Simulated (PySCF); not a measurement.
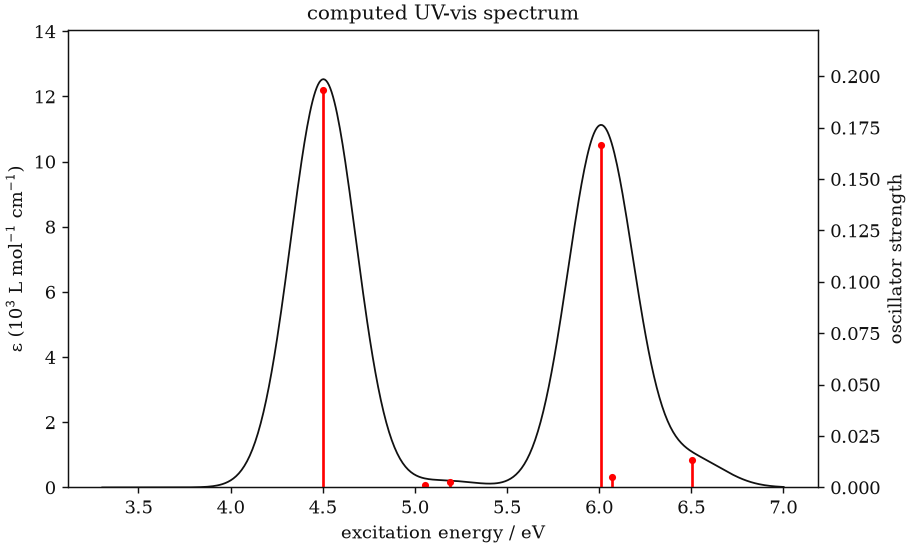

Vertical TDDFT excitations, PBE0/def2-SVPD, PySCF, at a GFN2-xTB geometry (no frequency check), gas phase. The lowest 6 singlet states are shown; each is broadened by a Gaussian of 1/e half-width 0.25 eV. Sticks give oscillator strengths (right axis).

Question: Which molecule gives this spectrum?
A. C₅H₇F₃Si, SMILES FC(F)C1=CC[Si@H](F)C1
B. C₃H₆BFOS₂, SMILES CO[C@@H]1SBS[C@@H]1F
C. B₂SiPH₇, SMILES BP(B)[SiH3]
D. CH₇FSeSi₂, SMILES C[Si@@H](F)[Se][SiH3]

Answer: Option C. Its lowest singlet lies at 4.50 eV (f = 0.193) and the brightest of those computed is S1 at 4.50 eV (275 nm), f = 0.193, mainly HOMO → LUMO (97 %).

Note: the tight-binding geometry is rougher than a DFT one and adds to the error; core orbitals are frozen in the response.
